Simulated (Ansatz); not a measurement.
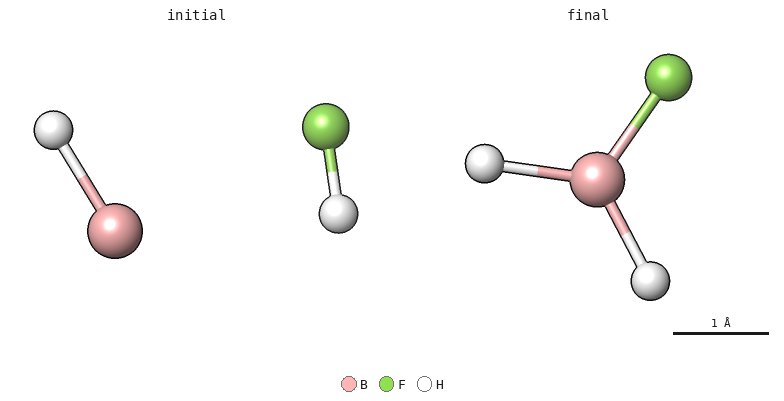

The structure of BH2F before (left) and after (right) a relaxation, at one scale.

The picture is a ball-and-stick view, seen face on.

The run prepares an end point of a later path (reaction) calculation, from a guessed geometry.

Computed with Ansatz, RKS B3LYP-D4/cc-pVDZ. Settings: no spin polarisation; force threshold 0.03 eV/Å; at most 50 steps.

What changed between the two?

Answer. Over 15 accepted moves (17 points after the start) the energy falls by 117.6 kcal/mol. The largest force component goes from 0.32 to 0.0025 eV/Å. The line search rejected the trial steps at points 3, 14 of the run. The largest moves after the best rigid fit, 1.12 Å, are those of B and H atoms. By element the largest moves are H 1.12 Å, B 1.11 Å, F 0.73 Å. Some distances before and after: F–H 0.930 → 2.172 Å, B–F 2.516 → 1.333 Å, B–H 2.385 → 1.207 Å, B–H 1.245 → 1.207 Å. New bonds form, among them: B–F (2.52 → 1.33 Å), B–H (2.39 → 1.21 Å). Bonds break, among them: F–H (0.93 → 2.17 Å). The run took 12 s on 1 thread of Arm Neoverse V1, with other jobs on the host, peak memory 0.093 GiB.

Limits of the set-up: the start holds two separate molecules, 2.4 Å apart at their closest, whose relative position is a soft coordinate.
